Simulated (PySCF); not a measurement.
C7H7, charge +1, SMILES `[CH2+]c1ccccc1`.

PySCF calculation, def2-SVP basis, gas phase; geometry: GFN2-xTB. No frequency check shows the geometry to be a minimum.

Geometry (Å), atoms numbered from 1:

```
C1      -2.3518    0.0001    0.0000
C2      -0.9881   -0.0000    0.0000
C3      -0.2509    1.2359    0.0000
C4       1.1182    1.2216    0.0000
C5       1.8048    0.0000    0.0000
C6       1.1181   -1.2216    0.0000
C7      -0.2510   -1.2358    0.0000
H8      -2.9176   -0.9208    0.0000
H9      -2.9176    0.9210    0.0000
H10     -0.7986    2.1669    0.0000
H11      1.6754    2.1464    0.0000
H12      2.8862   -0.0000    0.0000
H13      1.6752   -2.1465    0.0000
H14     -0.7988   -2.1668    0.0000
```

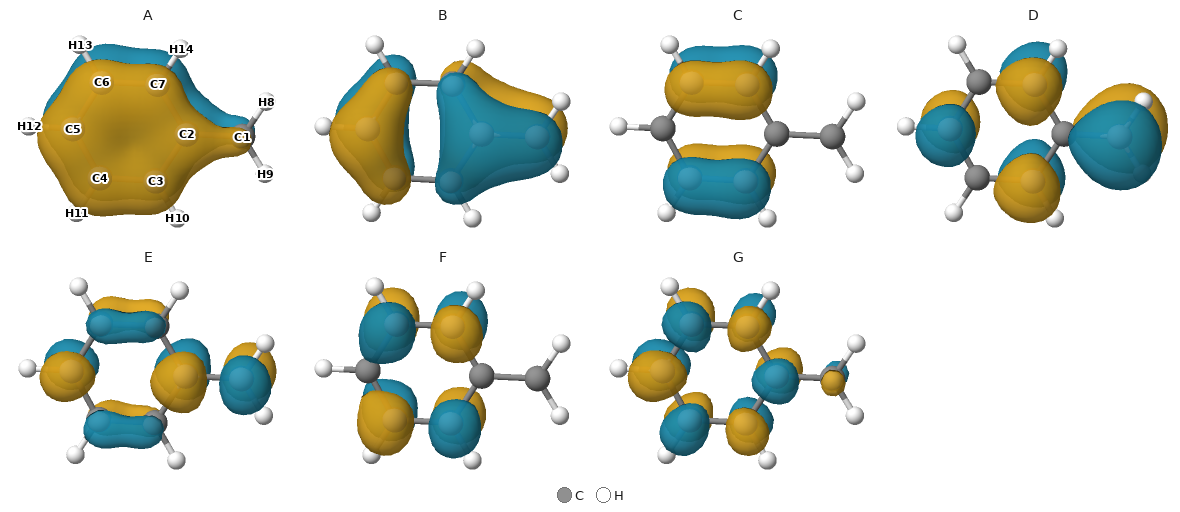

Natural orbitals of the π active space, CASSCF(6,7), triplet state at the geometry of the singlet, in order of falling occupation.

Q: What are the natural occupation numbers?

A: A 1.93, B 1.91, C 1.01, D 0.99, E 0.08, F 0.05, G 0.03.

Q: Where does the lowest triplet lie relative to the singlet, at this geometry and within this active space?

A: 2.40 eV above it by strongly contracted NEVPT2 (+2.23 eV by CASSCF); a small basis tends to put such gaps a few tenths of an eV too high. This is a vertical energy for π states alone; a state that uses lone pairs or σ orbitals may lie lower.

Cost of the run: 110 s on 1 thread of Arm Neoverse V1 (shared host), peak memory 0.39 GiB.
